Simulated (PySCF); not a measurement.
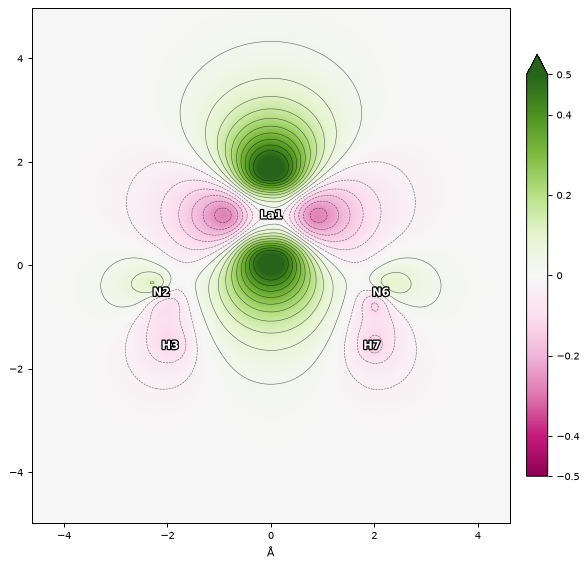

The picture shows: H12LaN4 (charge +3). The LUMO on the plane of atoms N2, La1 and N6 (values in Å⁻³ᐟ²; the overall sign is arbitrary).

Core potentials replace the inner electrons of La.

Computed with RKS PBE, La lcecp-1-SVP with ECP46, N def2-SVP, H def2-SVP; non-relativistic Hamiltonian with scalar-relativistic core potentials where named; density fitting in PySCF.

The calculation's input:

```
mol = gto.M(atom='''
La     0.00000    -0.00000     0.00289
N      1.50080     1.50080     1.49986
H      1.37875     1.37875     2.52770
H      2.52808     1.37672     1.37474
H      1.37672     2.52808     1.37474
N     -1.50080    -1.50080     1.49986
H     -1.37875    -1.37875     2.52770
H     -2.52808    -1.37672     1.37474
H     -1.37672    -2.52808     1.37474
N      1.50005    -1.50005    -1.49941
H      2.14402    -2.14402    -0.99254
H      0.99169    -2.14289    -2.14326
H      2.14289    -0.99169    -2.14326
N     -1.50005     1.50005    -1.49941
H     -2.14402     2.14402    -0.99254
H     -0.99169     2.14289    -2.14326
H     -2.14289     0.99169    -2.14326''',
    basis={'La': 'lcecp-1-SVP', 'N': 'def2-SVP', 'H': 'def2-SVP'},
    ecp={'La': 'lcecp-1-SVP'},
    charge=3, spin=0)
mf = dft.RKS(mol, xc='PBE')
mf.grids.atom_grid = (75, 302)  # f atoms: at least (60, 302), unpruned
mf = mf.density_fit()  # La AutoAux, N def2-universal-JKFIT, H def2-universal-JKFIT
mf.conv_tol = 1e-09; mf.max_cycle = 55
mf.kernel(dm0)
```

Launched as:

```sh
OMP_NUM_THREADS=4 python run.py
```

**What is the character of this orbital?**

Its weight (Hirshfeld) is mainly on La1 (about 85 %). Its energy is −15.35 eV.
